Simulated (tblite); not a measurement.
Geometry relaxation, with input and output: C4H7FGe (part 1 of 2)

The run: geometry relaxation of C4H7FGe, SMILES FC1=C[CH2][GeH2][CH2]1. Method and program: GFN2-xTB geometry optimisation, gas phase (tblite 0.8.0).

It belongs to a series of runs on one base structure; here: H on C replaced by F.

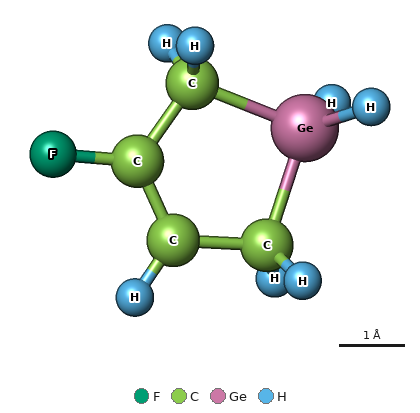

Figure 1. The input geometry (ball-and-stick view, seen at a tilt). Sticks mark near contacts. Bond lengths as drawn: C–C 1.36 to 1.50 Å, C–F 1.35 Å, C–Ge 1.92 to 1.93 Å, C–H 1.08 to 1.12 Å and Ge–H 1.55 to 1.56 Å.

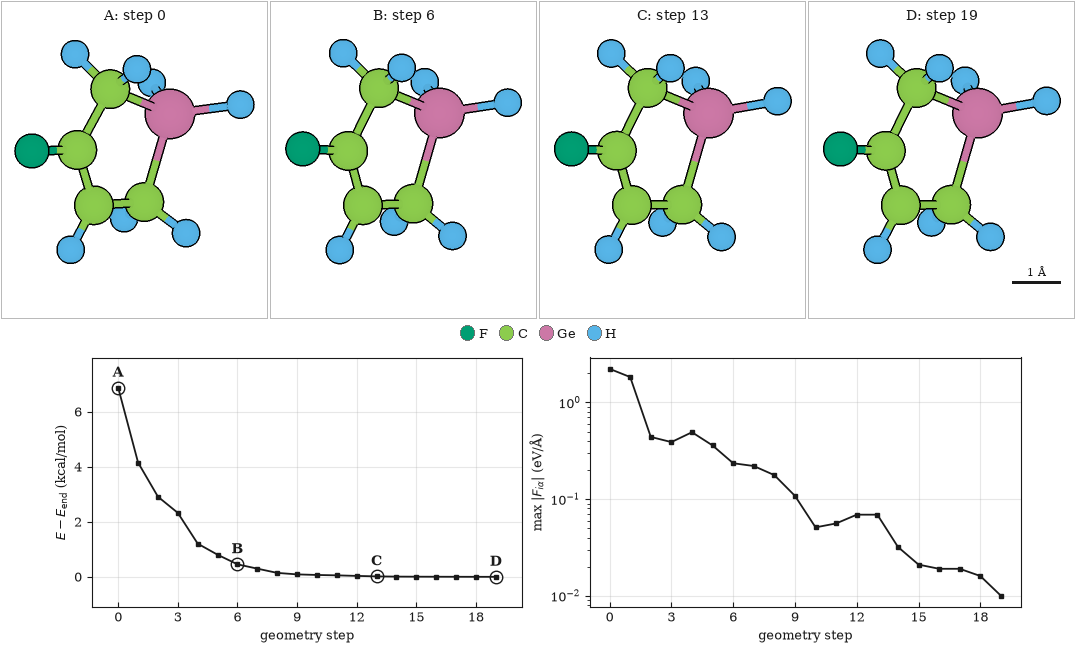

Figure 2. Frames of the relaxation (ball-and-stick view, seen at a tilt) above the curves, on which the letters mark them (steps are counted from 0).

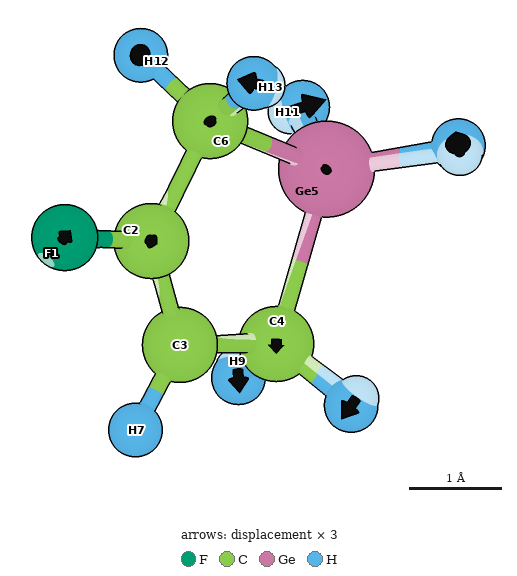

Figure 3. Start (faint) and end (solid) with the displacements as black arrows, magnified 3 times (ball-and-stick view, seen at a tilt). The two geometries are laid on each other by the best rigid fit. The largest moves after the best rigid fit, 0.14 Å, are those of H10 and H11. Largest moves by element: H 0.14 Å, F 0.06 Å, C 0.05 Å, Ge 0.03 Å. Among the contacts that change: C4–Ge5 1.916 → 1.987 Å, Ge5–H11 1.558 → 1.503 Å, Ge5–C6 1.930 → 1.980 Å, Ge5–H10 1.547 → 1.503 Å. Among the angles that change: H10–Ge5–H11 115.6° → 107.1°, F1–C2–C6 121.1° → 115.5°, C3–C2–C6 119.2° → 123.5°. After 19 geometry steps the energy has fallen by 6.87 kcal/mol. The largest force component goes from 2.2 to 0.01 eV/Å. (Atoms are counted from 1 in the order of the input.)

The input and output of the run follow.

Input
```
{"job": {"kind": "relax", "xc": "GFN2-xTB", "basis": "xTB"}, "charge": 0, "multiplicity": 1}
F     -2.158200    -1.600300     0.483500
C     -1.081200    -0.817700     0.238200
C      0.169000    -1.329100     0.382200
C      1.333300    -0.429700     0.100400
Ge     0.562100     1.260900    -0.365400
C     -1.242500     0.607500    -0.165600
H      0.310100    -2.355700     0.671700
H      1.962200    -0.328400     1.026200
H      1.940600    -0.842700    -0.731200
H      0.893600     2.356200     0.676300
H      0.865600     1.628600    -1.848600
H     -1.788900     0.670000    -1.124200
H     -1.769900     1.181000     0.638700
```

The first line tells a small driver script what to run in tblite; the rest is the geometry in Å.

Run as:
```bash
OMP_NUM_THREADS=1 python <driver script> task.json out
```

Output
```
step      E/eV     max force
  0    -509.96386    2.381
  1    -510.08179    2.038
  2    -510.13554    0.455
  3    -510.16099    0.393
  4    -510.20947    0.577
  5    -510.22693    0.401
  6    -510.24204    0.299
  7    -510.24886    0.239
  8    -510.25554    0.224
  9    -510.25789    0.133
 10    -510.25881    0.058
 11    -510.25941    0.059
 12    -510.26029    0.096
 13    -510.26104    0.096
 14    -510.26141    0.047
 15    -510.26153    0.024
 16    -510.26161    0.022
 17    -510.26168    0.029
 18    -510.26173    0.020
 19    -510.26175    0.010
```

Trajectory as extended XYZ (Å, eV, eV/Å), 20 frames, from step=0 to step=19
```
13
Properties=species:S:1:pos:R:3:forces:R:3 step=0 energy=-509.96386
F    -2.1582   -1.6003    0.4835   -0.0050   0.3830  -0.1280
C    -1.0812   -0.8177    0.2382    2.2280  -0.7830   0.3040
C     0.1690   -1.3291    0.3822   -1.7450   0.6820  -0.2640
C     1.3333   -0.4297    0.1004    1.0440  -0.9600   0.6230
Ge    0.5621    1.2609   -0.3654    0.4760   1.3650  -0.5570
C    -1.2425    0.6075   -0.1656   -1.4380   0.2520   0.2370
H     0.3101   -2.3557    0.6717    0.0960  -0.0490   0.0250
H     1.9622   -0.3284    1.0262   -0.2430  -0.3930  -0.8550
H     1.9406   -0.8427   -0.7312   -0.0700   0.0320   0.6690
H     0.8936    2.3562    0.6763   -0.0660  -0.2280  -0.6150
H     0.8656    1.6286   -1.8486   -0.0680   0.1360   0.7420
H    -1.7889    0.6700   -1.1242   -0.1750   0.0550   0.5960
H    -1.7699    1.1810    0.6387   -0.0340  -0.4920  -0.7750
13
Properties=species:S:1:pos:R:3:forces:R:3 step=1 energy=-510.08179
F    -2.1583   -1.5948    0.4817    0.3160   0.4320  -0.1490
C    -1.0494   -0.8289    0.2426   -1.4600   0.8720  -0.1490
C     0.1441   -1.3193    0.3785    1.8320  -0.8710   0.1950
C     1.3482   -0.4434    0.1093   -0.1060  -0.2860   0.1560
Ge    0.5689    1.2804   -0.3733    0.1360   0.4740  -0.2320
C    -1.2631    0.6111   -0.1622   -0.1200  -0.2410   0.1050
H     0.3114   -2.3564    0.6720   -0.0480   0.3010  -0.0780
H     1.9587   -0.3340    1.0140    0.0620  -0.3960  -0.2890
H     1.9396   -0.8422   -0.7216    0.0880  -0.1670   0.4070
H     0.8926    2.3530    0.6675   -0.0070  -0.0640  -0.4970
H     0.8646    1.6305   -1.8380   -0.0090   0.2080   0.5150
H    -1.7914    0.6708   -1.1157   -0.3560  -0.0100   0.3140
H    -1.7704    1.1739    0.6276   -0.3290  -0.2530  -0.2980
13
Properties=species:S:1:pos:R:3:forces:R:3 step=2 energy=-510.13554
F    -2.1546   -1.5882    0.4794    0.1010   0.2800  -0.0980
C    -1.0574   -0.8219    0.2421    0.2250   0.1610   0.0270
C     0.1584   -1.3268    0.3797    0.0800   0.0770  -0.0410
C     1.3512   -0.4507    0.1136   -0.2740   0.0470  -0.0920
Ge    0.5724    1.2915   -0.3783   -0.0380  -0.0360  -0.0250
C    -1.2703    0.6093   -0.1600    0.2530  -0.1330  -0.0570
H     0.3113   -2.3531    0.6712    0.0190  -0.0520   0.0170
H     1.9584   -0.3403    1.0072    0.2410  -0.3330  -0.0070
H     1.9403   -0.8440   -0.7141    0.1890  -0.2120   0.2480
H     0.8923    2.3513    0.6592    0.0250   0.0450  -0.4050
H     0.8642    1.6335   -1.8290    0.0260   0.2540   0.3370
H    -1.7963    0.6709   -1.1096   -0.4070  -0.0070   0.1680
H    -1.7744    1.1690    0.6210   -0.4400  -0.0910  -0.0740
13
Properties=species:S:1:pos:R:3:forces:R:3 step=3 energy=-510.16099
F    -2.1517   -1.5809    0.4768    0.0400   0.2140  -0.0720
C    -1.0542   -0.8175    0.2426    0.3890  -0.0260   0.0460
C     0.1630   -1.3273    0.3792   -0.2280   0.1220  -0.0400
C     1.3484   -0.4531    0.1140   -0.0970   0.1730  -0.0970
Ge    0.5733    1.2957   -0.3808   -0.1030  -0.2270   0.0730
C    -1.2696    0.6066   -0.1601    0.2220   0.0670  -0.0710
H     0.3116   -2.3529    0.6713    0.0260  -0.0800   0.0240
H     1.9623   -0.3484    1.0041    0.2120  -0.2860   0.0240
H     1.9438   -0.8482   -0.7068    0.1840  -0.2100   0.1660
H     0.8925    2.3513    0.6489    0.0430   0.1090  -0.3250
H     0.8645    1.6390   -1.8196    0.0500   0.2730   0.1960
H    -1.8050    0.6709   -1.1042   -0.3620  -0.0360   0.1250
H    -1.7833    1.1654    0.6169   -0.3780  -0.0940  -0.0510
13
Properties=species:S:1:pos:R:3:forces:R:3 step=4 energy=-510.20947
F    -2.1433   -1.5573    0.4688   -0.1290   0.0250   0.0040
C    -1.0408   -0.8074    0.2448    0.3330  -0.2040   0.0100
C     0.1709   -1.3291    0.3779   -0.4450   0.1580  -0.0170
C     1.3433   -0.4541    0.1137    0.3260   0.1950  -0.0380
Ge    0.5727    1.2995   -0.3846   -0.1810  -0.4920   0.2420
C    -1.2648    0.6051   -0.1615   -0.0290   0.3700  -0.0750
H     0.3130   -2.3534    0.6717    0.0390  -0.1190   0.0320
H     1.9760   -0.3757    0.9959    0.0950  -0.1240   0.0890
H     1.9567   -0.8641   -0.6847    0.1220  -0.1560  -0.0410
H     0.8945    2.3549    0.6157    0.0870   0.2600  -0.0910
H     0.8667    1.6600   -1.7925    0.1050   0.2940  -0.1650
H    -1.8354    0.6693   -1.0872   -0.1660  -0.1130   0.0320
H    -1.8138    1.1528    0.6043   -0.1570  -0.0950   0.0180
13
Properties=species:S:1:pos:R:3:forces:R:3 step=5 energy=-510.22693
F    -2.1416   -1.5471    0.4655   -0.1540  -0.0270   0.0240
C    -1.0346   -0.8041    0.2453    0.1080  -0.1110  -0.0370
C     0.1720   -1.3291    0.3776   -0.2510   0.0990   0.0040
C     1.3457   -0.4523    0.1132    0.3590   0.0220   0.0210
Ge    0.5698    1.2941   -0.3826   -0.1010  -0.3470   0.1730
C    -1.2634    0.6093   -0.1631   -0.1700   0.2630  -0.0270
H     0.3141   -2.3549    0.6722    0.0280  -0.0620   0.0150
H     1.9830   -0.3889    0.9939    0.0540  -0.0490   0.1130
H     1.9637   -0.8730   -0.6762    0.0870  -0.1130  -0.1080
H     0.8966    2.3604    0.6005    0.0850   0.2620  -0.0270
H     0.8693    1.6732   -1.7838    0.0980   0.2540  -0.1920
H    -1.8504    0.6668   -1.0797   -0.0760  -0.1230  -0.0180
H    -1.8288    1.1461    0.5995   -0.0670  -0.0690   0.0590
13
Properties=species:S:1:pos:R:3:forces:R:3 step=6 energy=-510.24204
F    -2.1428   -1.5376    0.4628   -0.1090  -0.0440   0.0290
C    -1.0297   -0.8010    0.2444   -0.1660   0.0250  -0.0710
C     0.1721   -1.3281    0.3776    0.0450   0.0050   0.0230
C     1.3541   -0.4519    0.1134    0.2130  -0.1980   0.0680
Ge    0.5659    1.2836   -0.3782    0.0550  -0.0190   0.0080
C    -1.2659    0.6165   -0.1648   -0.2350  -0.0020   0.0310
H     0.3155   -2.3570    0.6728   -0.0010   0.0400  -0.0140
H     1.9910   -0.4025    0.9945    0.0410   0.0150   0.1380
H     1.9723   -0.8837   -0.6702    0.0560  -0.0650  -0.1430
H     0.9004    2.3708    0.5852    0.0610   0.1910  -0.0100
H     0.8736    1.6910   -1.7786    0.0590   0.1660  -0.0960
H    -1.8663    0.6620   -1.0730   -0.0060  -0.1030  -0.0790
H    -1.8446    1.1386    0.5964   -0.0110  -0.0110   0.1170
13
Properties=species:S:1:pos:R:3:forces:R:3 step=7 energy=-510.24886
F    -2.1453   -1.5345    0.4621   -0.0590  -0.0420   0.0240
C    -1.0297   -0.7997    0.2428   -0.2020   0.0460  -0.0560
C     0.1719   -1.3271    0.3779    0.1120  -0.0230   0.0200
C     1.3613   -0.4550    0.1145    0.0740  -0.2200   0.0590
Ge    0.5651    1.2785   -0.3761    0.1070   0.1200  -0.0610
C    -1.2707    0.6195   -0.1651   -0.1630  -0.1160   0.0410
H     0.3161   -2.3574    0.6729   -0.0240   0.0770  -0.0230
H     1.9953   -0.4079    0.9975    0.0410   0.0220   0.1270
H     1.9770   -0.8895   -0.6704    0.0400  -0.0460  -0.1200
H     0.9030    2.3786    0.5786    0.0400   0.1290  -0.0240
H     0.8765    1.7014   -1.7782    0.0330   0.1120  -0.0210
H    -1.8732    0.6581   -1.0717    0.0060  -0.0760  -0.0960
H    -1.8516    1.1353    0.5973   -0.0060   0.0180   0.1300
13
Properties=species:S:1:pos:R:3:forces:R:3 step=8 energy=-510.25554
F    -2.1494   -1.5325    0.4622    0.0020  -0.0430   0.0150
C    -1.0321   -0.7986    0.2404   -0.1230   0.0140  -0.0110
C     0.1716   -1.3256    0.3784    0.0790  -0.0240   0.0030
C     1.3703   -0.4622    0.1166   -0.0670  -0.1300   0.0250
Ge    0.5664    1.2752   -0.3748    0.1060   0.1770  -0.0880
C    -1.2787    0.6207   -0.1647   -0.0280  -0.1490   0.0300
H     0.3162   -2.3564    0.6725   -0.0490   0.0750  -0.0200
H     2.0006   -0.4129    1.0035    0.0220   0.0060   0.0650
H     1.9827   -0.8964   -0.6734    0.0090  -0.0230  -0.0450
H     0.9067    2.3897    0.5715    0.0170   0.0560  -0.0440
H     0.8802    1.7146   -1.7786    0.0080   0.0560   0.0490
H    -1.8800    0.6525   -1.0727    0.0170  -0.0380  -0.0740
H    -1.8589    1.1325    0.6014    0.0070   0.0220   0.0960
```
